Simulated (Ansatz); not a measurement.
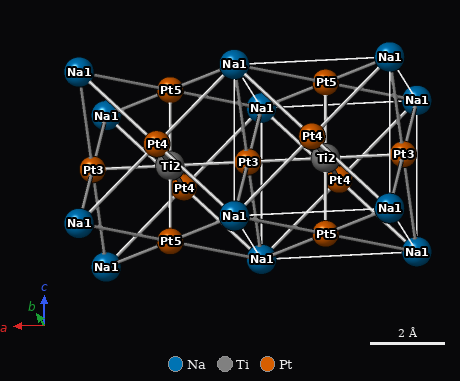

This is the input geometry for a relaxation of solid NaTiPt3 (a generated structure, set up in Pm-3m) (coarse preliminary run). Style: ball-and-stick. Shown: the cell of the calculation, repeated 2 × 1 × 1 with one cell outlined, from a free direction.

Theory: Ansatz, DFT PBE, scalar-relativistic, plane waves, PAW.

Input
```yaml
crystal:
  lattice:
    - [4.30969833, 0.0, 0.0]
    - [0.0, 4.30969833, 0.0]
    - [0.0, 0.0, 4.30969833]
  atoms:
    - { symbol: Na, position: [0.0, 0.0, 0.0] }
    - { symbol: Ti, position: [0.5, 0.5, 0.5] }
    - { symbol: Pt, position: [0.0, 0.5, 0.5] }
    - { symbol: Pt, position: [0.5, 0.0, 0.5] }
    - { symbol: Pt, position: [0.5, 0.5, 0.0] }
basis:
  ecutwfc: 420
kpoints:
  mp_grid: { grid: [4, 4, 4] }
hamiltonian:
  xc: pbe
scf:
  occupations: { method: gaussian, width: 0.1 }
  lower_state_search: "off"
output:
  forces: true
  stress: true
  eigenvalues: true
relax:
  adjacent_minimum: "off"
  f_tol: 0.04
  max_steps: 70
  cell: { stress_tol: 0.4 }
```

Command:
```bash
ansatz run input.yaml --threads 1 --pin off --max-ram 2048MiB --backend cpu --events-out ev --progress --plain --runs-dir out
```

Predict the outcome.

The atoms keep their places relative to the cell (all moves are under 0.005 Å). Cell: a = b = c 4.310 → 4.767 Å (+10.6 %). Volume +35.4 %. Some distances before and after: Na1–Pt3 3.047 → 3.371 Å, Ti2–Pt3 2.155 → 2.384 Å. The space group stays Pm-3m (No. 221). After 5 accepted moves (7 points after the start) the energy has fallen by 680 meV per atom. All forces vanish by symmetry, so only the cell relaxes. The pressure goes from 51.07 to 0.13 GPa. At 2 points the geometry stayed and the basis and grid were re-selected for the new cell (energy shift of 8.2 meV per atom at most each time).

The structure at the end:

```
CELL_PARAMETERS angstrom
4.76742 0.00000 0.00000
0.00000 4.76742 0.00000
0.00000 0.00000 4.76742
ATOMIC_POSITIONS crystal
Na 0.00000 0.00000 0.00000
Ti 0.50000 0.50000 0.50000
Pt 0.00000 0.50000 0.50000
Pt 0.50000 0.00000 0.50000
Pt 0.50000 0.50000 0.00000
```

The end point in the same view:

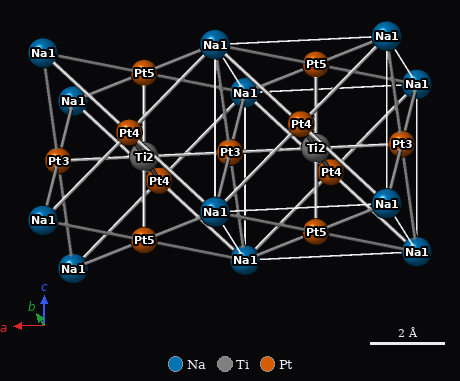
